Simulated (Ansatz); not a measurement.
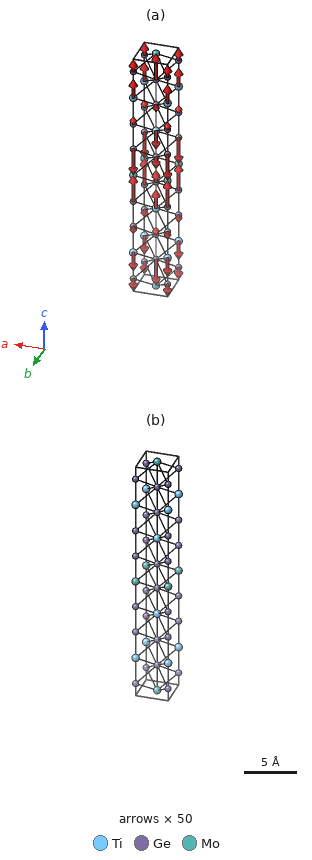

The structure of crystalline Ti₂Ge₆Mo (a generated structure, set up in I4/mmm) (coarse preliminary run) before (top) and after (bottom) a relaxation, at one scale. The red arrows give the displacements (the part carried along by the change of the cell is left out), 50 times their true length.

A ball-and-stick model of the conventional cell (2 times the calculation's cell), seen from a free direction. Lengths and directions refer to the drawn axes.

All numbers below come from DFT PBE, scalar-relativistic, plane waves, PAW in Ansatz 0.2.0. Settings: plane-wave cutoff 420 eV; k-point mesh 6 × 6 × 6; occupations gaussian; smearing width 0.1 eV; no spin polarisation; cell and atoms relaxed; force threshold 0.04 eV/Å; at most 70 steps.

Question: Summarise the run.

Answer: The largest moves relative to the cell, 0.060 Å, are those of Ge atoms. Largest moves by element: Ge 0.060 Å, Ti 0.043 Å. Mo stays in place. Cell: a = b 3.527 → 3.346 Å (−5.1 %), c 26.087 → 25.691 Å (−1.5 %). Volume −11.4 %. Among the contacts that change: Ge–Ge 2.929 → 2.791 Å, Ge–Mo 2.863 → 2.727 Å, Ge–Ti 2.863 → 2.750 Å, Ge–Mo 2.942 → 2.837 Å. The space group stays I4/mmm (No. 139). After 3 accepted moves (4 points after the start) the energy has fallen by 88.9 meV per atom. The largest force component goes from 0.45 to 0.024 eV/Å. The pressure goes from −11.33 to 0.01 GPa. The SCF was repeated once at an unchanged geometry on a basis and grid sized afresh for the cell, which shifted the energy by 0.5 meV per atom at most. Cost: 40 s on 4 threads of Intel(R) Xeon(R) Processor @ 2.70GHz, with other jobs on the host, peak memory 0.81 GiB.
